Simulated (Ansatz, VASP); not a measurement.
**InSb: VASP beside Ansatz**

Aim: how closely do two programs agree when they are given the same cell, functional and k mesh?

Main program and level: Ansatz 0.2.0; plane waves, with VASP 6.6.1 beside it; band structure at HSE06.

## (1) Set-up

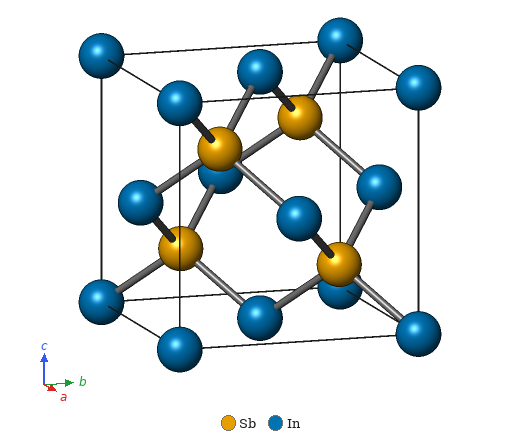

Start, viewed slightly off an axis; antimony orange, indium blue. This picture shows the conventional cell, with its axes. Bonds to atoms that aren't drawn are left out. Some periodic images of atoms are drawn too.

## (2) VASP: band structure, HSE06

The same path points are solved in both programs, so levels can be compared one by one.

Lines of VASP's logs that name or quote its potential files are left out, and so is its time.

INCAR reads:

```
SYSTEM = InSb
PREC = Accurate
ENCUT = 350
EDIFF = 1E-06
NELM = 100
ISMEAR = 0
SIGMA = 0.03
LREAL = .FALSE.
ALGO = Normal
LHFCALC = .TRUE.
AEXX = 0.25
GGA = PE
HFSCREEN = 0.2
LASPH = .TRUE.
NBANDS = 15
PRECFOCK = Fast
LORBIT = 11
LWAVE = .FALSE.
LCHARG = .FALSE.
KPAR = 4
```

POSCAR reads:

```
InSb
1.0
    0.0000000000      3.2391000000      3.2391000000
    3.2391000000      0.0000000000      3.2391000000
    3.2391000000      3.2391000000      0.0000000000
Sb In
1 1
Direct
    0.7500000000      0.7500000000      0.7500000000
    0.0000000000      0.0000000000      0.0000000000
```

KPOINTS reads:

```
Automatic mesh
0
Gamma
4 4 4
0 0 0
```

KPOINTS_OPT reads:

```
Line mode
10
Line-mode
Reciprocal
  0.00000000   0.00000000   0.00000000 GAMMA
  0.50000000   0.00000000   0.50000000 X

  0.50000000   0.00000000   0.50000000 X
  0.50000000   0.25000000   0.75000000 W

  0.50000000   0.25000000   0.75000000 W
  0.37500000   0.37500000   0.75000000 K

  0.37500000   0.37500000   0.75000000 K
  0.00000000   0.00000000   0.00000000 GAMMA

  0.00000000   0.00000000   0.00000000 GAMMA
  0.50000000   0.50000000   0.50000000 L

  0.50000000   0.50000000   0.50000000 L
  0.62500000   0.25000000   0.62500000 U

  0.62500000   0.25000000   0.62500000 U
  0.50000000   0.25000000   0.75000000 W

  0.50000000   0.25000000   0.75000000 W
  0.50000000   0.50000000   0.50000000 L

  0.50000000   0.50000000   0.50000000 L
  0.37500000   0.37500000   0.75000000 K

  0.62500000   0.25000000   0.62500000 U
  0.50000000   0.00000000   0.50000000 X
```

PAW data sets: Sb and In_d (PBE family, release 64).

Started as:

```sh
$ mpirun -np 4 vasp_std
```

Numbers of over 12 decimals in the logs are rounded to 6 here.

The log of the run:

```text
[banner, memory and clock lines left out]
running    4 mpi-ranks, on    1 nodes
 distrk:  each k-point on    1 cores,    4 groups
 distr:  one band on    1 cores,    1 groups

 POSCAR found type information on POSCAR SbIn
 POSCAR found :  2 types and       2 ions
 LDA part: xc-table for (Slater+PW92), standard interpolation
 found WAVECAR, reading the header
 POSCAR, INCAR and KPOINTS ok, starting setup
 FFT: planning ... GRIDC
 FFT: planning ... GRID_SOFT
 FFT: planning ... GRID
 reading WAVECAR
 the WAVECAR file was read successfully
 initial charge from wavefunction
 entering main loop
       N       E                     dE             d eps       ncg     rms          rms(c)
DAV:   1    -0.834712271028E+01   -0.83471E+01   -0.27259E+00   296   0.181E+01    0.186E+01
DAV:   2    -0.836551732869E+01   -0.18395E-01   -0.87225E-02   322   0.287E+00    0.127E+01
DAV:   3    -0.836196491724E+01    0.35524E-02   -0.94895E-03   356   0.137E+00    0.797E+00
DAV:   4    -0.836074808888E+01    0.12168E-02   -0.10205E-03   335   0.438E-01    0.479E+00
DAV:   5    -0.836041273545E+01    0.33535E-03   -0.30359E-04   298   0.186E-01    0.287E+00
DAV:   6    -0.836033164793E+01    0.81088E-04   -0.77222E-05   304   0.905E-02    0.171E+00
DAV:   7    -0.836030965271E+01    0.21995E-04   -0.15797E-05   275   0.450E-02    0.102E+00
DAV:   8    -0.836030664617E+01    0.30065E-05   -0.51067E-06   289   0.231E-02    0.603E-01
DAV:   9    -0.836030827200E+01   -0.16258E-05   -0.18727E-06   289   0.123E-02    0.356E-01
DAV:  10    -0.836031090156E+01   -0.26296E-05   -0.67342E-07   225   0.683E-03    0.211E-01
DAV:  11    -0.836031188261E+01   -0.98105E-06   -0.41959E-07   204   0.491E-03
   1 F= -.83603119E+01 E0= -.83603119E+01  d E =-.237095E-24
 Start KPOINTS_OPT (optional k-point list driver)
k-point batch [1-8\100]
       N       E                     dE             ncg
DAV:   1     0.176513984612E+03   -0.14712E+04      247
DAV:   2    -0.816412173095E+03   -0.99293E+03      247
DAV:   3    -0.885895191278E+03   -0.69483E+02      317
DAV:   4    -0.888379249328E+03   -0.24841E+01      289
DAV:   5    -0.888486749646E+03   -0.10750E+00      387
DAV:   6    -0.888489185062E+03   -0.24354E-02      332
DAV:   7    -0.888489237268E+03   -0.52206E-04      380
DAV:   8    -0.888489238120E+03   -0.85273E-06      276
[...]
k-point batch [97-100\100]
       N       E                     dE             ncg
DAV:   1     0.182065106837E+04   -0.17535E+04      120
DAV:   2     0.135114251044E+04   -0.46951E+03      120
DAV:   3     0.131892660103E+04   -0.32216E+02      148
DAV:   4     0.131800347145E+04   -0.92313E+00      178
DAV:   5     0.131797421488E+04   -0.29257E-01      185
DAV:   6     0.131797366832E+04   -0.54656E-03      192
DAV:   7     0.131797365011E+04   -0.18211E-04      192
DAV:   8     0.131797364989E+04   -0.22355E-06      144
```

Parts of OUTCAR (step 2):

```text
ion  position               nearest neighbor table
   1  0.750  0.750  0.750-   2 2.81   2 2.81   2 2.81   2 2.81
   2  0.000  0.000  0.000-   1 2.81   1 2.81   1 2.81   1 2.81

  LATTYP: Found a face centered cubic cell.
 ALAT       =     6.4782000000

 Subroutine GETGRP returns: Found 24 space group operations
 (whereof 24 operations were pure point group operations)

The static configuration has the point symmetry T_d .

 Found      8 irreducible k-points:

   k-points           NKPTS =      8   k-points in BZ     NKDIM =     64   number of bands    NBANDS=     15

   dimension x,y,z NGX =    28 NGY =   28 NGZ =   28
   dimension x,y,z NGXF=    56 NGYF=   56 NGZF=   56

   ENCUT  =  350.0 eV  25.72 Ry    5.07 a.u.   6.99  6.99  6.99*2*pi/ulx,y,z

   NELECT =      18.0000    total number of electrons

 k-points in reciprocal lattice and weights: Automatic mesh
   0.00000000  0.00000000  0.00000000       0.016
   0.25000000  0.00000000  0.00000000       0.125
   0.50000000  0.00000000  0.00000000       0.062
   0.25000000  0.25000000  0.00000000       0.094
   0.50000000  0.25000000  0.00000000       0.375
  -0.25000000  0.25000000  0.00000000       0.188
   0.50000000  0.50000000  0.00000000       0.047
  -0.25000000  0.50000000  0.25000000       0.094

  exchange ACFDT corr.  =         0.00000000  see jH, gK, PRB 81, 115126

 average (electrostatic) potential at core
       1 -83.2652       2 -90.0850

 E-fermi :   4.9241

 k-point     1 :       0.0000    0.0000    0.0000
  band No.  band energies     occupation
    ...
      5     -11.5887      2.00000
      6      -7.0065      2.00000
      7       4.7129      2.00000
      8       4.7129      2.00000
      9       4.7129      2.00000
     10       5.2942      0.00000
     11       8.3758      0.00000
     12       8.3758      0.00000
     13       8.3759      0.00000
     14      11.3301      0.00000
    ...

 k-point     2 :       0.2500    0.0000    0.0000
  band No.  band energies     occupation
    ...
      5     -11.5890      2.00000
      6      -6.4101      2.00000
      7       0.9160      2.00000
      8       4.0788      2.00000
      9       4.0788      2.00000
     10       6.2707      0.00000
     11       9.1569      0.00000
     12       9.1569      0.00000
     13      10.2872      0.00000
     14      12.4672      0.00000
    ...

 k-point     3 :       0.5000    0.0000    0.0000
  band No.  band energies     occupation
    ...
      5     -11.5876      2.00000
      6      -5.4838      2.00000
      7      -1.3662      2.00000
      8       3.6281      2.00000
      9       3.6281      2.00000
     10       5.9200      0.00000
     11       9.2573      0.00000
     12       9.2573      0.00000
     13      11.6281      0.00000
     14      14.0453      0.00000
    ...

  energy-cutoff  :      350.00
  volume of cell :       67.97
      direct lattice vectors                 reciprocal lattice vectors
     0.000000000  3.239100000  3.239100000    -0.154363867  0.154363867  0.154363867
     3.239100000  0.000000000  3.239100000     0.154363867 -0.154363867  0.154363867
     3.239100000  3.239100000  0.000000000     0.154363867  0.154363867 -0.154363867

 POSITION                                       TOTAL-FORCE (eV/Angst)
 -----------------------------------------------------------------------------------
      4.85865      4.85865      4.85865         0.000000      0.000000      0.000000
      0.00000      0.00000      0.00000        -0.000000     -0.000000     -0.000000
 -----------------------------------------------------------------------------------
    total drift:                                0.000058      0.000057      0.000036

  FREE ENERGIE OF THE ION-ELECTRON SYSTEM (eV)
  ---------------------------------------------------
  free  energy   TOTEN  =        -8.3603118826 eV

  energy  without entropy=       -8.3603118826  energy(sigma->0) =       -8.36031188

 total charge
# of ion       s       p       d       tot
------------------------------------------
    1        1.132   1.573   0.021   2.726
    2        0.864   0.739   9.880  11.483
--------------------------------------------------
tot          1.996   2.312   9.901  14.209

[... 3 further parts left out ...]
```

[end of part 1 of 2]

[Lines on the potential files, build, host, timing and source positions are cut from VASP's logs without a mark.]

[Logs are printed without paths, hosts, clocks, repeated set-up lines and the standing remarks that a program may print on its own settings, such as how far it seeks lower states.]

[Hosts, paths, dates, database ids (printed as entryN), source tags and the programs' standing remarks are cut or masked in the printed files.]
